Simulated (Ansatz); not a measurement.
One crystal and one scan (frozen-phonon scan) at two levels, PBE (plane waves to 420 eV, PAW, scalar-relativistic; Ansatz, a quantum-chemistry and plane-wave program) and r2SCAN (plane waves to 500 eV, PAW, scalar-relativistic; Ansatz), each from its own relaxed cell and on its own mesh. The cell shown is that of PBE.

Starting cell, Rh (fcc, Cu type):

```
Rh
1.0
    0.00000     3.83006     3.83006
    1.91503     0.00000     1.91503
    1.91503     1.91503     0.00000
Rh
2
Direct
  0.00000   0.00000   0.00000
  0.50000   0.00000   0.00000
```

The atoms are displaced by Q × the pattern below (from a DFPT mode at L = (0.5, 0.0, 0.0), largest move 1; Q in Å), at fixed cell. (q is in reciprocal vectors of the primitive cell; the cell shown is doubled to hold the pattern.)

```json
[
 {"atom": "Rh1", "x": "-0.577", "y": "0.577", "z": "0.577"},
 {"atom": "Rh2", "x": "0.577", "y": "-0.577", "z": "-0.577"}
]
```

Rh is run without spin polarisation. Rh was relaxed with its symmetry unable to fall. With partly filled bands, energies and forces of such displacements shift with the k mesh and the smearing. Percentages come from the unrounded values.

| quantity | PBE | r2SCAN | PBE − r2SCAN |
|---|---|---|---|
| Lattice constant a (Å) | 3.830 | 3.800 | +0.030 (+0.8 %) |
| Harmonic wavenumber from the curvature (finite differences) (cm⁻¹ (negative: imaginary)) | 235 | 243 | -8 (-3 %) |

PBE gives the higher value for: lattice constant a. PBE gives the lower value for: harmonic wavenumber from the curvature. Both give the same shape of the curve: a single well with its minimum at or next to zero displacement.

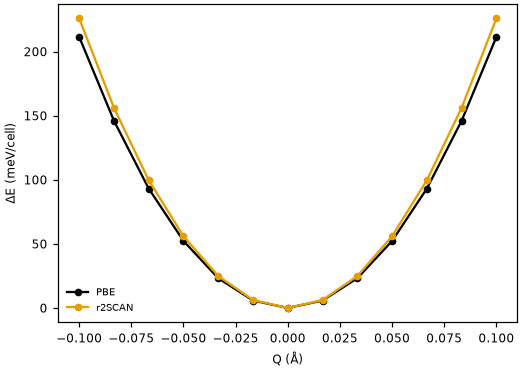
ΔE, each from the undisplaced structure of its own level.

(For displaced atoms, the force is minus the slope of the energy, and its curvature is a force constant, which sets phonon frequencies.)
